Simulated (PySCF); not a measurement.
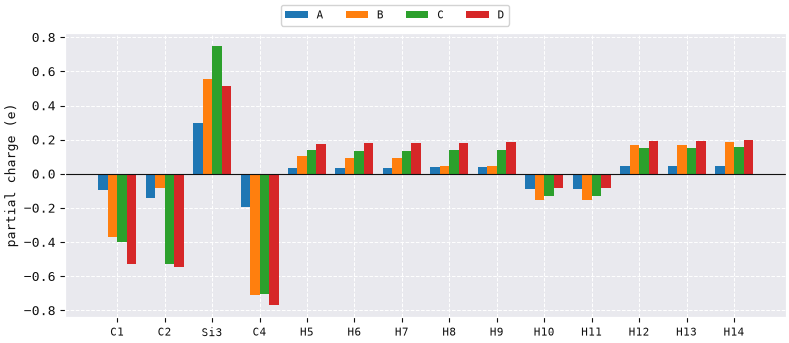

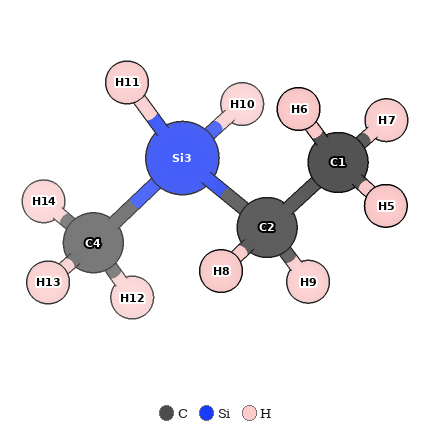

Atomic charges of C₃H₁₀Si, SMILES CC[SiH2]C by 4 schemes, PBE0/6-31G(d) with PySCF, at a PBE0-D3(BJ)/def2-SVP geometry (no frequency check).

**The schemes are ESP fit, Hirshfeld, IAO and Mulliken. Which series is which?**

A: Hirshfeld (H7 0.04 e); B: ESP fit (H7 0.09 e); C: IAO (H7 0.14 e); D: Mulliken (H7 0.18 e).

Caveats: one conformer of a flexible molecule.
